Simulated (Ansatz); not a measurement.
```yaml
atoms:
  - { symbol: C, position_ang: [-1.6317, -2.9234, -0.5877] }
  - { symbol: N, position_ang: [-2.3215, -3.8384, -0.7175] }
  - { symbol: Sb, position_ang: [-0.4290, -1.2243, -0.1571] }
  - { symbol: H, position_ang: [-0.8691, -0.4743, -1.6319] }
  - { symbol: H, position_ang: [0.9421, -1.9456, -0.8859] }
```

Geometry: B3LYP-D4/def2-TZVP; core potentials replace the inner electrons of Sb.

All numbers below come from isolated molecule in a Gaussian basis; Kohn-Sham density functional theory, functional PBE0 (Ansatz 0.2.0).

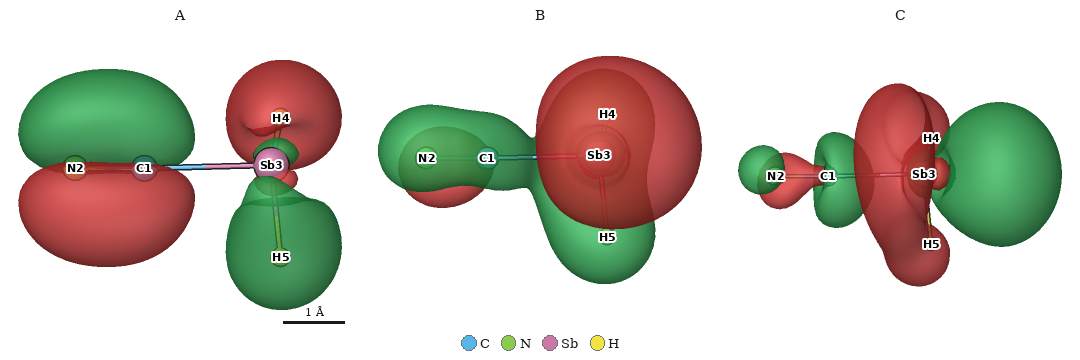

CH$_{2}$NSb (SMILES N#[C][SbH2]). Three frontier orbitals at ±0.08 Å⁻³ᐟ² (green and red are the two phases), in no order.

### Order the three orbitals by energy and name them.

A is the HOMO−1 (−9.59 eV). Its weight (Hirshfeld) is mainly on N2 (about 40 %), C1 (about 30 %), Sb3 (about 15 %), H4 (about 5 %) and H5 (about 5 %); π-bonding across N2–C1. B is the HOMO (−8.38 eV). By Hirshfeld shares it lies mainly on Sb3 (about 65 %), N2 (about 10 %), H4 (about 10 %), H5 (about 10 %) and C1 (about 5 %). C is the LUMO (−1.36 eV). By Hirshfeld shares it lies mainly on Sb3 (about 70 %) and C1 (about 15 %).

### What is the HOMO–LUMO gap?

7.02 eV between the orbital energies.
